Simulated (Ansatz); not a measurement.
# triplet CH5BClNO at 3 levels

We compute a comparison of 3 runs (UB3LYP/6-31G*, USVWN5/6-31G*) of triplet CH5BClNO. 

Program for the calculation: Ansatz 0.2.0.

141 further runs of the same task are left out: 141 set aside as unsound or not needed.

## Step 1: The molecule

CH5BClNO has 10 atoms, charge 0, and is taken as a triplet. As SMILES of the parent species, `NB(Cl)CO`. Geometry: relaxed at PBE0-D4/def2-TZVP. This is one conformer, not always the lowest. That shape belongs to the parent species and isn't relaxed for this state.

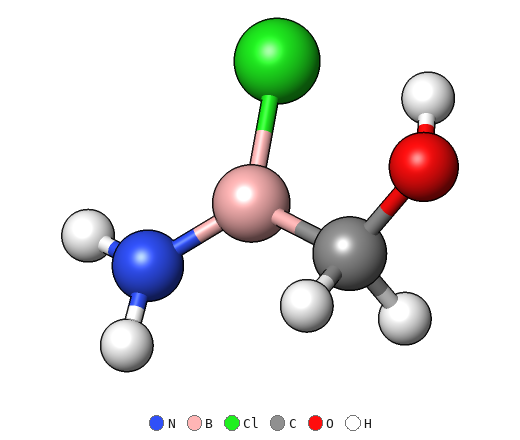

Viewed from a chosen angle; nitrogen blue, boron pink, chlorine green, carbon grey, oxygen red, hydrogen white.

## Step 2: The energy at UB3LYP/6-31G(d) (spherical functions) (run 1)

in.yaml

```yaml
crystal:
  periodic: [false, false, false]
  atoms:
    - {symbol: N, position_ang: [-1.481300, 0.770100, 0.263800]}
    - {symbol: B, position_ang: [-0.131200, 0.458300, 0.272600]}
    - {symbol: Cl, position_ang: [0.978400, 1.531400, 1.166200]}
    - {symbol: C, position_ang: [0.484800, -0.764800, -0.509200]}
    - {symbol: O, position_ang: [1.724500, -1.243900, -0.030200]}
    - {symbol: H, position_ang: [-1.860400, 1.585400, 0.713900]}
    - {symbol: H, position_ang: [-2.164100, 0.196600, -0.201200]}
    - {symbol: H, position_ang: [-0.217400, -1.606600, -0.495200]}
    - {symbol: H, position_ang: [0.570000, -0.469000, -1.570200]}
    - {symbol: H, position_ang: [2.179800, -0.508700, 0.392200]}
basis:
  gaussian: {orbitals: 6-31G_st_-spherical.json}
total_charge: 0
magnetization: {spin_polarized: true, initial_magnetization: 2}
hamiltonian: {xc: {name: B3LYP}}
accuracy: high
output: {orbitals: {seedname: orbitals}}
```

The basis set 6-31G* is read from a file made from the Basis Set Exchange's data (not shown).

The run is started by

```sh
$ ansatz run in.yaml --threads 1 --pin off --max-ram 3480MiB --events-out events.jsonl --progress --plain --runs-dir runs
```

What it wrote:

```text
Warning: RAYON_NUM_THREADS=1 ignored (pool sized by the plan → 1); use --threads N
Functional definition: B3LYP
  name "B3LYP"
  parameter a0 = 0.2
  parameter ax = 0.72
  parameter ac = 0.81
  exchange = (1 - a0 - ax)*slater_x + ax*b88_x + a0*exact_x
  correlation = (1 - ac)*vwn_rpa_c + ac*lyp_c
1986 factors; integrals over basis functions are off by at most 4.5e-9 eV
mean field evaluation 1: about -17836.2772 eV, gradient 5.2e1 eV
mean field evaluation 2: about -17804.3689 eV, gradient 9.2e1 eV
mean field evaluation 4: about -17844.6048 eV, gradient 3.2e1 eV
mean field evaluation 8: about -17849.9404 eV, gradient 6.1e-1 eV
mean field evaluation 16: about -17850.1775 eV, gradient 1.2e-2 eV
mean field evaluation 32: about -17850.1775 eV, gradient 5.0e-7 eV
mean field -17850.17746843 eV, -655.9819226800 hartree, gradient 8.2e-8 eV, S^2 2.005723; 2 other end points of the search recorded, 0 dependent functions left out
reference -17850.17750555 eV, -655.9819240441 hartree; 25, 23 occupied and 59, 61 virtual orbitals, 1986 factors
Total energy: -17850.17750555 eV, -655.9819240441 hartree
```

It took 17 s on 1 thread of Arm Neoverse V2, shared host; peak memory 0.42 GiB.

## Step 3: The energy at USVWN5/6-31G(d) (spherical functions) (run 2)

run.yaml

```yaml
crystal:
  periodic: [false, false, false]
  atoms:
    - {symbol: N, position_ang: [-1.481300, 0.770100, 0.263800]}
    - {symbol: B, position_ang: [-0.131200, 0.458300, 0.272600]}
    - {symbol: Cl, position_ang: [0.978400, 1.531400, 1.166200]}
    - {symbol: C, position_ang: [0.484800, -0.764800, -0.509200]}
    - {symbol: O, position_ang: [1.724500, -1.243900, -0.030200]}
    - {symbol: H, position_ang: [-1.860400, 1.585400, 0.713900]}
    - {symbol: H, position_ang: [-2.164100, 0.196600, -0.201200]}
    - {symbol: H, position_ang: [-0.217400, -1.606600, -0.495200]}
    - {symbol: H, position_ang: [0.570000, -0.469000, -1.570200]}
    - {symbol: H, position_ang: [2.179800, -0.508700, 0.392200]}
basis:
  gaussian: {orbitals: 6-31G_st_-spherical.json}
output: {orbitals: {seedname: orbitals}}
hamiltonian: {xc: {name: SVWN5}}
accuracy: high
magnetization: {spin_polarized: true, initial_magnetization: 2}
```

The basis set 6-31G* is read from a file made from the Basis Set Exchange's data (not shown).

The run is started by

```sh
$ ansatz run run.yaml --threads 1 --pin off --max-ram 3480MiB --events-out events.jsonl --progress --plain --runs-dir runs
```

What it wrote:

```text
Warning: RAYON_NUM_THREADS=1 ignored (pool sized by the plan → 1); use --threads N
Functional definition: SVWN5
  name "SVWN5"
  exchange = slater_x
  correlation = vwn5_c
1986 factors; integrals over basis functions are off by at most 4.5e-9 eV
mean field evaluation 1: about -17746.2787 eV, gradient 6.0e1 eV
mean field evaluation 2: about -17680.5299 eV, gradient 1.3e2 eV
mean field evaluation 4: about -17762.4551 eV, gradient 2.4e1 eV
mean field evaluation 8: about -17764.8581 eV, gradient 1.5e0 eV
mean field evaluation 16: about -17764.8648 eV, gradient 2.2e-2 eV
mean field evaluation 32: about -17762.3908 eV, gradient 1.3e1 eV
mean field evaluation 64: about -17762.6063 eV, gradient 2.8e0 eV
mean field -17764.86479239 eV, -652.8467396624 hartree, gradient 4.5e-8 eV, S^2 2.002126; 6 other end points of the search recorded, 0 dependent functions left out
reference -17764.86479494 eV, -652.8467397563 hartree; 25, 23 occupied and 59, 61 virtual orbitals, 1986 factors
Total energy: -17764.86479494 eV, -652.8467397563 hartree
```

It took 9.6 s on 1 thread of Arm Neoverse V2, shared host; peak memory 0.27 GiB.

## Step 4: A single-point energy at UB3LYP/6-31G(d) (Cartesian functions) (run 3)

run.yaml: that of step 3 with these lines changed.

```diff
@@ -14,6 +14,10 @@
 basis:
-  gaussian: {orbitals: 6-31G_st_-spherical.json}
+  gaussian:
+    orbitals: "6-31G*"
+magnetization:
+  spin_polarized: true
+  initial_magnetization: 2
+hamiltonian:
+  xc: {name: B3LYP}
+accuracy: high
 output: {orbitals: {seedname: orbitals}}
-hamiltonian: {xc: {name: SVWN5}}
-accuracy: high
-magnetization: {spin_polarized: true, initial_magnetization: 2}
```

The run is started by

```sh
$ ansatz run run.yaml --threads 1 --pin off --max-ram 3480MiB --events-out events.jsonl --progress --plain --runs-dir runs
```

What it wrote (excerpt; [...] marks lines left out):

```text
Warning: RAYON_NUM_THREADS=1 ignored (pool sized by the plan → 1); use --threads N
[... 7 set-up lines as earlier in the session ...]
2018 factors; integrals over basis functions are off by at most 3.8e-9 eV
mean field evaluation 1: about -17836.5200 eV, gradient 5.3e1 eV
mean field evaluation 2: about -17804.2761 eV, gradient 9.3e1 eV
mean field evaluation 4: about -17844.8526 eV, gradient 3.2e1 eV
mean field evaluation 8: about -17850.2063 eV, gradient 5.9e-1 eV
mean field evaluation 16: about -17850.3592 eV, gradient 8.3e-3 eV
mean field evaluation 32: about -17850.3592 eV, gradient 5.4e-7 eV
mean field -17850.35919445 eV, -655.9886009879 hartree, gradient 2.6e-8 eV, S^2 2.005740; 2 other end points of the search recorded, 0 dependent functions left out
reference -17850.35923155 eV, -655.9886023513 hartree; 25, 23 occupied and 64, 66 virtual orbitals, 2018 factors
Total energy: -17850.35923155 eV, -655.9886023513 hartree
```

It took 18 s on 1 thread of Arm Neoverse V2, shared host; peak memory 0.45 GiB.

## Step 5: All runs side by side

```
run                                level  Cartesian functions  energy (Eh)  HOMO energy (eV)   ⟨S²⟩  wall time
  1  UB3LYP/6-31G* (spherical functions)                   no  -655.981924             -1.20  2.006       17 s
  2  USVWN5/6-31G* (spherical functions)                   no  -652.846740             -0.31  2.002      9.6 s
  3  UB3LYP/6-31G* (Cartesian functions)                  yes  -655.988602             -1.20  2.006       18 s
```

## Step 6: What came out

| quantity | value |
| --- | --- |
| run 3: total energy | -655.98860 Eh |
| run 3: HOMO energy (highest over α and β) | -1.20 eV |
| run 3: ⟨S²⟩ | 2.006 |

In words: Totals of different functionals can't be ranked against each other. All runs together took 45 s, the longest 18 s.
